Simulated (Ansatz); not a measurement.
# singlet [SiF3]− at 6 levels

We compute a comparison of 6 runs (BLYP/STO-3G, HSE06/STO-3G, r2SCAN/STO-3G, wB97M-V/STO-3G, CCSDTQ/STO-3G, CCSD/STO-3G) of singlet [SiF3]−. 

The calculation is run with Ansatz 0.2.0.

45 further runs of the same task are left out: 7 that didn't finish, 38 set aside as unsound or not needed.

### Step 1. The molecule

[SiF3]− has 4 atoms, charge -1, and is taken as a singlet. SMILES of the parent species: `F[Si](F)F`. The coordinates come from a GFN2-xTB relaxation. That shape belongs to the parent species and isn't relaxed for this state.

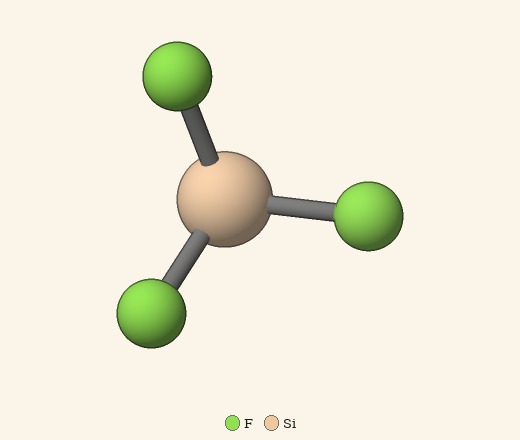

Viewed from a chosen angle; fluorine green, silicon light orange.

### Step 2. A single-point energy at BLYP/STO-3G (run 1)

in.yaml

```yaml
basis:
  gaussian:
    orbitals: STO-3G
crystal:
  periodic: [false, false, false]
  atoms:
    - {symbol: F, position_ang: [0.787890, -0.508980, 1.119030]}
    - {symbol: Si, position_ang: [-0.325240, 0.244050, 0.268860]}
    - {symbol: F, position_ang: [-0.962750, -0.889100, -0.646850]}
    - {symbol: F, position_ang: [0.500100, 1.154030, -0.741040]}
total_charge: -1
hamiltonian:
  xc: {name: BLYP}
accuracy: high
```

The run is started by

```
$ ansatz run in.yaml --threads 1 --pin off --max-ram 2610MiB --events-out events.jsonl --progress --plain --runs-dir runs
```

Log:

```text
Warning: RAYON_NUM_THREADS=1 ignored (pool sized by the plan → 1); use --threads N
Functional definition: BLYP
  name "BLYP"
  parameter beta = 0.0042
  parameter a = 0.04918
  parameter b = 0.132
  parameter c = 0.2533
  parameter d = 0.349
  exchange = b88_x(beta = beta)
  correlation = lyp_c(a = a, b = b, c = c, d = d)
461 factors; integrals over basis functions are off by at most 3.5e-8 eV
mean field evaluation 1: about -15809.5792 eV, gradient 7.3e0 eV
mean field evaluation 2: about -15809.7988 eV, gradient 3.4e0 eV
mean field evaluation 4: about -15809.8402 eV, gradient 7.4e-3 eV
mean field evaluation 8: about -15809.8321 eV, gradient 2.0e-4 eV
mean field -15809.83214711 eV, -581.0006151173 hartree, gradient 4.5e-8 eV, S^2 0.000000; 0 other end points of the search recorded, 0 dependent functions left out
reference -15809.83217487 eV, -581.0006161372 hartree; 21, 21 occupied and 3, 3 virtual orbitals, 461 factors
Total energy: -15809.83217487 eV, -581.0006161372 hartree
```

Run time: 0.44 s. Hardware: 1 thread of AMD EPYC 9R45 (Zen 5), shared host.

### Step 3. The energy at HSE06/STO-3G (run 2)

in.yaml

```yaml
basis:
  gaussian:
    orbitals: STO-3G
crystal:
  periodic: [false, false, false]
  atoms:
    - symbol: F
      position_ang: [0.787890, -0.508980, 1.119030]
    - symbol: Si
      position_ang: [-0.325240, 0.244050, 0.268860]
    - symbol: F
      position_ang: [-0.962750, -0.889100, -0.646850]
    - symbol: F
      position_ang: [0.500100, 1.154030, -0.741040]
total_charge: -1
hamiltonian:
  xc: hse06
accuracy: high
```

The run is started by

```
$ ansatz run in.yaml --threads 1 --pin off --max-ram 2610MiB --events-out events.jsonl --progress --plain --runs-dir runs
```

Log:

```text
Warning: RAYON_NUM_THREADS=1 ignored (pool sized by the plan → 1); use --threads N
Functional definition: HSE06
  name "HSE06"
  parameter a = 0.25
  parameter omega = 0.11/bohr
  exchange = pbe_x - a*pbe_x_sr(omega) + a*exact_x_sr(omega)
  correlation = pbe_c
461 factors; integrals over basis functions are off by at most 3.5e-8 eV
49 factors; integrals over basis functions are off by at most 1.1e-9 eV
mean field evaluation 1: about -15803.4120 eV, gradient 8.6e0 eV
mean field evaluation 2: about -15803.6365 eV, gradient 4.8e0 eV
mean field evaluation 4: about -15803.7171 eV, gradient 3.7e-3 eV
mean field evaluation 8: about -15803.7395 eV, gradient 6.7e-4 eV
mean field evaluation 16: about -15803.7395 eV, gradient 6.9e-9 eV
mean field -15803.73953380 eV, -580.7767157076 hartree, gradient 6.9e-9 eV, S^2 0.000000; 0 other end points of the search recorded, 0 dependent functions left out
reference -15803.73953508 eV, -580.7767157547 hartree; 21, 21 occupied and 3, 3 virtual orbitals, 461 factors
Total energy: -15803.73953508 eV, -580.7767157547 hartree
```

Run time: 0.54 s. Hardware: 1 thread of AMD EPYC 9R45 (Zen 5), shared host.

Run 3 isn't shown in full; the table further down has it.

### Step 4. The energy at wB97M-V/STO-3G (run 4)

Edit in.yaml of step 3 so:

```diff
@@ -1,4 +1 @@
-basis:
-  gaussian:
-    orbitals: STO-3G
 crystal:
@@ -14,5 +11,6 @@
       position_ang: [0.500100, 1.154030, -0.741040]
+basis:
+  gaussian: {orbitals: STO-3G}
 total_charge: -1
-hamiltonian:
-  xc: hse06
+hamiltonian: {xc: {name: wB97M-V}}
 accuracy: high
```

The run is started by

```
$ ansatz run in.yaml --threads 1 --pin off --max-ram 2610MiB --events-out events.jsonl --progress --plain --runs-dir runs
```

Log, shortened:

```text
Warning: RAYON_NUM_THREADS=1 ignored (pool sized by the plan → 1); use --threads N
Functional definition: wB97M-V
  name "wB97M-V"
[...]
  gx(w, u) = 1 - cx + cx01*u + cx10*w
  gss(w, u) = css00 + css04*u^4 + css10*w + css20*w^2 + css43*w^4*u^3
  gos(w, u) = cos00 + cos10*w + (cos20 + cos21*u)*w^2 + (cos60 + cos61*u)*w^6
[...]
      + integral(e_c_pw_mod_opposite_spin*gos(b97_w_opposite, b97_u_opposite)) + vv10(b, c)
461 factors; integrals over basis functions are off by at most 3.5e-8 eV
149 factors; integrals over basis functions are off by at most 6.2e-10 eV
[...]
mean field -15814.97205897 eV, -581.1895033940 hartree, gradient 5.6e-8 eV, S^2 0.000000; 0 other end points of the search recorded, 0 dependent functions left out
reference -15814.97206058 eV, -581.1895034532 hartree; 21, 21 occupied and 3, 3 virtual orbitals, 461 factors
Total energy: -15814.97206058 eV, -581.1895034532 hartree
```

Wall time 6 s (1 thread of AMD EPYC 9R45 (Zen 5), shared host); peak memory 0.3 GiB.

Run 5 isn't shown in full; the table further down has it.

### Step 5. The energy at CCSD/STO-3G (run 6)

run.yaml

```yaml
crystal:
  periodic: [false, false, false]
  atoms:
    - {symbol: F, position_ang: [0.787890, -0.508980, 1.119030]}
    - {symbol: Si, position_ang: [-0.325240, 0.244050, 0.268860]}
    - {symbol: F, position_ang: [-0.962750, -0.889100, -0.646850]}
    - {symbol: F, position_ang: [0.500100, 1.154030, -0.741040]}
basis:
  gaussian: {orbitals: STO-3G}
total_charge: -1
correlation: {method: ccsd, frozen_orbitals: {F: 1, Si: 5}}
accuracy: high
scf: {omitted_lower_state_checks: [cluster_reference, increment]}
```

The run is started by

```
$ ansatz run run.yaml --threads 1 --pin off --max-ram 2610MiB --events-out events.jsonl --progress --plain --runs-dir runs
```

Log:

```text
Warning: RAYON_NUM_THREADS=1 ignored (pool sized by the plan → 1); use --threads N
[... 11 lines left out ...]
8 core orbitals not correlated: weight in the atoms' cores, before any rotation towards them, 1.000 or more for the frozen orbitals, at most 0.000 for the correlated occupied ones
[... 19 lines left out ...]
Total energy: -15772.46447553 eV, -579.6273785153 hartree
Checks for a lower state left out: cluster_reference, increment
```

Wall time 0.12 s (1 thread of AMD EPYC 9R45 (Zen 5), shared host).

### Step 6. Overview of the runs

```csv
run,level,frozen core orbitals,energy (Eh),wall time
1,BLYP/STO-3G,–,-581.000616,0.44 s
2,HSE06/STO-3G,–,-580.776716,0.54 s
3,r2SCAN/STO-3G,–,-581.050137,0.98 s
4,wB97M-V/STO-3G,–,-581.189503,6 s
5,CCSDTQ/STO-3G,8,-579.631221,11 s
6,CCSD/STO-3G,8,-579.627379,0.12 s
```

### Step 7. What came out

| quantity | value |
| --- | --- |
| run 6: total energy | -579.62738 Eh |
| run 6: correlation energy (8 core orbitals frozen) | -66.5 mEh |
| run 6: T1 diagnostic | 0.009 |

What this shows: Totals of different functionals can't be ranked against each other. In runs 1, 2, 3, 4, 5, 6 the basis is minimal, so the values are rough. All runs together took 19 s, the longest 11 s.
